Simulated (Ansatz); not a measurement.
# LiCl (rock salt): energy over volume and axial ratio

LiCl (rock salt)

```
LiCl
1.0
    0.00000     2.57520     2.57520
    2.57520     0.00000     2.57520
    2.57520     2.57520     0.00000
Cl Li
1 1
Direct
  0.00000   0.00000   0.00000
  0.50000   0.50000   0.50000
```

Grid over V/V₀ and (c/a)/(c/a)₀, subscript 0 meaning the relaxed cell; the conventional c axis lies along z; no internal relaxation.

Method: PBE (plane waves to 420 eV, PAW, scalar-relativistic; Ansatz, a first-principles code). k mesh 11×11×11 (Γ-centred), Fermi-Dirac smearing 0.05 eV. The energy includes the smearing's −TS. Compression counts positive. LiCl was relaxed with its symmetry unable to fall. The zero of ΔE is the relaxed starting cell.

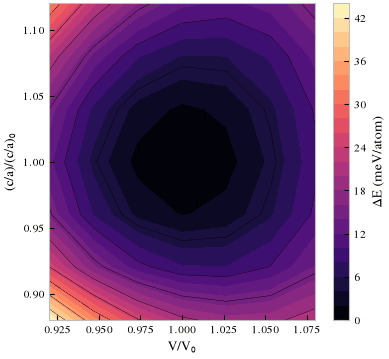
Figure: ΔE (meV/atom) over the 7×7 grid of computed points.

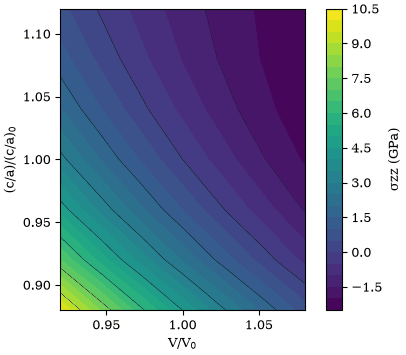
*σzz (GPa) over the 7×7 grid of computed points.*

The shear modulus C′ = (C11 − C12)/2 (fit, atoms clamped) comes out as 14.8 GPa. Highest place on the grid: V/V₀ = 0.920, (c/a)/(c/a)₀ = 0.880 (44.0 meV/atom). Lowest place on the grid: V/V₀ = 1.000, (c/a)/(c/a)₀ = 1.000 (0.0 meV/atom).

Near the relaxed cell σzz − σxx = −2Cδ (compression positive), C being this modulus and δ the logarithm of the ratio.

(Under strain, the slope of the energy per volume gives the stress and its curvature an elastic modulus.)
